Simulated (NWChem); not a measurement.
# PH2 (SMILES [PH2]): levels of theory compared

We compute a comparison of 3 runs (UHF/3-21G, UB3LYP/cc-pVTZ, USVWN5/cc-pVTZ) of PH2. 

The calculation is run with NWChem 7.3.0.

7 further runs of the same task are left out: 7 set aside as unsound or not needed. Runs told in other sessions of the task aren't counted.

## (1) The structure to begin with

PH2 has 3 atoms, charge 0, and is taken as a doublet. As SMILES, `[PH2]`. The coordinates come from a PBE0-D4/def2-TZVP relaxation.

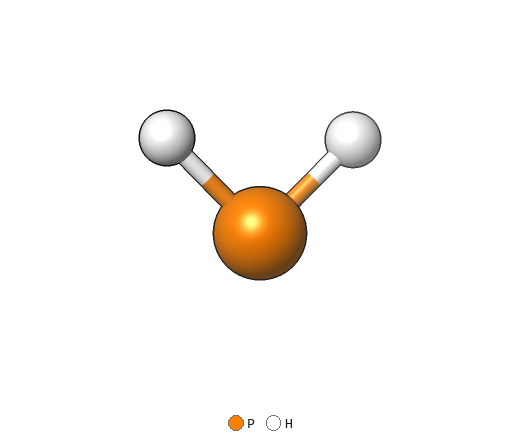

Viewed from a chosen angle; phosphorus orange, hydrogen white.

## (2) Energy and gradient at UHF/3-21G (run 1)

h2p.nw

```
start h2p
title "H2P hf"
memory stack 880 mb heap 220 mb global 1100 mb

geometry noautosym nocenter noautoz
P      0.525730    -0.309370     0.258210
H      0.114640     1.051490     0.176750
H     -0.640370    -0.742120    -0.434970
end

basis spherical bse
* library 3-21G
end

scf
doublet
uhf
thresh 1e-08
maxiter 80
end

task scf gradient
```

Run with:

```bash
nwchem h2p.nw > h2p.out
```

Output:

```text
[...]
  functions       =    17
[...]
  wavefunction    = UHF
[...]
         Total SCF energy =   -340.119311607845
      One electron energy =   -493.334348435141
      Two electron energy =    141.806650318439
 Nuclear repulsion energy =     11.408386508856
                       Sz =      0.5000
                 Sz(Sz+1) =      0.7500
                      S^2 =      0.7576
[...]
                         UHF ENERGY GRADIENTS
    atom               coordinates                        gradient
                 x          y          z           x          y          z
   1 P       0.993486  -0.584625   0.487946    0.000152  -0.000091   0.000075
   2 H       0.216638   1.987028   0.334009   -0.002056  -0.004657  -0.001641
   3 H      -1.210124  -1.402403  -0.821974    0.001904   0.004748   0.001567
[...]
```

It took 0.6 s on 1 thread of Intel Xeon 6975P-C (Granite Rapids), shared host; peak memory 0.1 GiB.

## (3) Energy and forces at UB3LYP/cc-pVTZ (run 2)

run.py

```python
from ase import Atoms
from ase.calculators.nwchem import NWChem

mol = Atoms('PHH', positions=[
    [0.525730, -0.309370, 0.258210],
    [0.114640, 1.051490, 0.176750],
    [-0.640370, -0.742120, -0.434970],
])

calc = NWChem(
    label='test',
    theory='dft',
    memory='2200 mb',
    basis='cc-pVTZ',
    basispar='spherical bse',
    dft={'xc': 'b3lyp', 'mult': '2', 'grid': 'xfine', 'convergence': 'energy 1e-08', 'iterations': '100', 'mulliken': None},
)
mol.calc = calc

forces = mol.get_forces()
e = mol.get_potential_energy()
print(f"E = {e:.6f} eV")
print("forces (eV/A):")
for s, f in zip(mol.symbols, forces):
    print(f"{s:2s} {f[0]:10.5f} {f[1]:10.5f} {f[2]:10.5f}")
```

Run with:

```bash
export ASE_NWCHEM_COMMAND="nwchem PREFIX.nwi > PREFIX.nwo"
python run.py
```

Output:

```text
E = -9321.020536 eV
forces (eV/A):
P     0.02638   -0.01548    0.01296
H     0.00144    0.04242    0.00535
H    -0.02782   -0.02695   -0.01836
```

The calculator wrote test.nwi:

```
title "test"

permanent_dir test

scratch_dir test

start test

geometry units angstrom nocenter noautosym noautoz
  P  5.2573000000000003e-01 -3.0936999999999998e-01 2.5821000000000000e-01
  H  1.1464000000000001e-01 1.0514900000000000e+00 1.7674999999999999e-01
  H  -6.4036999999999999e-01 -7.4212000000000000e-01 -4.3497000000000002e-01
end

memory 2200 mb

basis spherical bse noprint
   * library cc-pVTZ
end

dft
  xc b3lyp
  mult 2
  grid xfine
  convergence energy 1e-08
  iterations 100
  mulliken
end

task dft gradient
```

test.nwo:

```text
Northwest Computational Chemistry Package (NWChem) 7.3.0
             --------------------------------------------------------

           Job information
           ---------------

    nwchem branch   = 7.3.0
    use scalapack   = T
    input           = test.nwi
    prefix          = test.
    data base       = test/test.db
    status          = startup
    nproc           =        1

           Memory information
           ------------------

    heap     =     72089600 doubles =      550.0 Mbytes
    stack    =     72089597 doubles =      550.0 Mbytes
    global   =    144179200 doubles =     1100.0 Mbytes (distinct from heap & stack)
    total    =    288358397 doubles =     2200.0 Mbytes
    verify   = yes
    hardfail = no

           Directory information
           ---------------------

  0 permanent = test
  0 scratch   = test

                                NWChem Input Module
                                -------------------

                                       test
                                       ----

[... 22 lines left out ...]
            Nuclear Dipole moment (a.u.)
[... 66 lines left out ...]
          Convergence on energy requested:  1.00D-08
[... 23 lines left out ...]
          Spatial weights used:  Erf1
[... 4 lines left out ...]
          total energy or number of iterations.
[... 28 lines left out ...]
 2-e energy   =     141.705131
[... 50 lines left out ...]
      One electron energy =     -495.589886546883
[... 2 lines left out ...]
 Nuclear repulsion energy =       11.408386508856
[... 1000 lines left out ...]
          Convergence on energy requested:  1.00D-08
[... 23 lines left out ...]
          Spatial weights used:  Erf1
[... 4 lines left out ...]
          total energy or number of iterations.
[... 18 lines left out ...]
                            NWChem DFT Gradient Module
                            --------------------------

                                       test

  charge          =   0.00
  wavefunction    = open shell

                         DFT ENERGY GRADIENTS

    atom               coordinates                        gradient
                 x          y          z           x          y          z
   1 P       0.993486  -0.584625   0.487946   -0.000513   0.000301  -0.000252
   2 H       0.216638   1.987028   0.334009   -0.000028  -0.000825  -0.000104
   3 H      -1.210124  -1.402403  -0.821974    0.000541   0.000524   0.000357

                 ----------------------------------------
                 |  Time  |  1-e(secs)   |  2-e(secs)   |
                 ----------------------------------------
                 |  CPU   |       0.00   |       1.62   |
                 ----------------------------------------
                 |  WALL  |       0.00   |       1.62   |
                 ----------------------------------------

 Task  times  cpu:       12.6s     wall:       12.6s
 Total times  cpu:       12.6s     wall:       12.6s
```

Wall time 14 s (1 thread of Intel Xeon 6975P-C (Granite Rapids), shared host); peak memory 0.13 GiB.

## (4) Energy and gradient at USVWN5/cc-pVTZ (run 3)

run.py

```python
from ase import Atoms
from ase.calculators.nwchem import NWChem

molecule = Atoms('PHH', positions=[
    [0.525730, -0.309370, 0.258210],
    [0.114640, 1.051490, 0.176750],
    [-0.640370, -0.742120, -0.434970],
])

calc = NWChem(
    label='a',
    theory='dft',
    memory='2200 mb',
    basis='cc-pVTZ',
    basispar='spherical bse',
    dft={'xc': 'slater vwn_5', 'mult': '2', 'grid': 'xfine', 'convergence': 'energy 1e-08', 'iterations': '100', 'mulliken': None},
)
molecule.calc = calc

forces = molecule.get_forces()
print("Total energy (eV):", round(molecule.get_potential_energy(), 6))
print("forces (eV/A):")
for s, f in zip(molecule.symbols, forces):
    print(f"{s:2s} {f[0]:10.5f} {f[1]:10.5f} {f[2]:10.5f}")
```

Run with:

```bash
export ASE_NWCHEM_COMMAND="nwchem PREFIX.nwi > PREFIX.nwo"
python run.py
```

Output:

```text
Total energy (eV): -9285.246106
forces (eV/A):
P     0.36998   -0.21767    0.18173
H    -0.12182    0.25886   -0.03970
H    -0.24816   -0.04119   -0.14203
```

The calculator wrote a.nwi:

```
title "a"

permanent_dir a

scratch_dir a

start a

geometry units angstrom nocenter noautosym noautoz
  P  5.2573000000000003e-01 -3.0936999999999998e-01 2.5821000000000000e-01
  H  1.1464000000000001e-01 1.0514900000000000e+00 1.7674999999999999e-01
  H  -6.4036999999999999e-01 -7.4212000000000000e-01 -4.3497000000000002e-01
end

memory 2200 mb

basis spherical bse noprint
   * library cc-pVTZ
end

dft
  xc slater vwn_5
  mult 2
  grid xfine
  convergence energy 1e-08
  iterations 100
  mulliken
end

task dft gradient
```

a.nwo:

```text
Northwest Computational Chemistry Package (NWChem) 7.3.0
             --------------------------------------------------------

           Job information
           ---------------

    nwchem branch   = 7.3.0
    use scalapack   = T
    input           = a.nwi
    prefix          = a.
    data base       = a/a.db
    status          = startup
    nproc           =        1

           Memory information
           ------------------

    heap     =     72089600 doubles =      550.0 Mbytes
    stack    =     72089597 doubles =      550.0 Mbytes
    global   =    144179200 doubles =     1100.0 Mbytes (distinct from heap & stack)
    total    =    288358397 doubles =     2200.0 Mbytes
    verify   = yes
    hardfail = no

           Directory information
           ---------------------

  0 permanent = a
  0 scratch   = a

                                NWChem Input Module
                                -------------------

                                         a
                                         -

[... 22 lines left out ...]
            Nuclear Dipole moment (a.u.)
[... 66 lines left out ...]
          Convergence on energy requested:  1.00D-08
[... 19 lines left out ...]
          Spatial weights used:  Erf1
[... 4 lines left out ...]
          total energy or number of iterations.
[... 28 lines left out ...]
 2-e energy   =     141.705131
[... 57 lines left out ...]
      One electron energy =     -495.475254339863
[... 2 lines left out ...]
 Nuclear repulsion energy =       11.408386508856
[... 1006 lines left out ...]
          Convergence on energy requested:  1.00D-08
[... 19 lines left out ...]
          Spatial weights used:  Erf1
[... 4 lines left out ...]
          total energy or number of iterations.
[... 18 lines left out ...]
                            NWChem DFT Gradient Module
                            --------------------------

                                         a

  charge          =   0.00
  wavefunction    = open shell

                         DFT ENERGY GRADIENTS

    atom               coordinates                        gradient
                 x          y          z           x          y          z
   1 P       0.993486  -0.584625   0.487946   -0.007195   0.004233  -0.003534
   2 H       0.216638   1.987028   0.334009    0.002369  -0.005034   0.000772
   3 H      -1.210124  -1.402403  -0.821974    0.004826   0.000801   0.002762

                 ----------------------------------------
                 |  Time  |  1-e(secs)   |  2-e(secs)   |
                 ----------------------------------------
                 |  CPU   |       0.00   |       1.61   |
                 ----------------------------------------
                 |  WALL  |       0.00   |       1.61   |
                 ----------------------------------------

 Task  times  cpu:        7.4s     wall:        7.4s
 Total times  cpu:        7.5s     wall:        7.5s
```

It took 8.4 s on 1 thread of Intel Xeon 6975P-C (Granite Rapids), shared host; peak memory 0.13 GiB.

## (5) Overview of the runs

```
run           level  iteration cap  module  energy (Eh)  dipole moment (D)  HOMO energy (eV)  LUMO energy (eV)  wall time
  1       UHF/3-21G             80     scf  -340.119312               1.09            -10.33              0.93      0.6 s
  2  UB3LYP/cc-pVTZ            100     dft  -342.541189               0.57             -6.85             -3.46       14 s
  3  USVWN5/cc-pVTZ            100     dft  -341.226503               0.69             -5.95             -4.61      8.4 s
```

## (6) Results

| quantity | value |
| --- | --- |
| run 3: total energy | -341.22650 Eh |
| run 3: dipole moment | 0.69 D |
| run 3: HOMO energy (highest over α and β) | -5.95 eV |
| run 3: LUMO energy (lowest over α and β) | -4.61 eV |
| run 3: ⟨S²⟩ | 0.752 |
| run 3: largest force on an atom | 0.466 eV/Å |

The dipole moment (its size) runs from 0.57 D (UB3LYP/cc-pVTZ) to 1.09 D (UHF/3-21G). The two ends differ in method and basis. Totals of different functionals can't be ranked against each other. All runs together took 23 s, the longest 14 s.
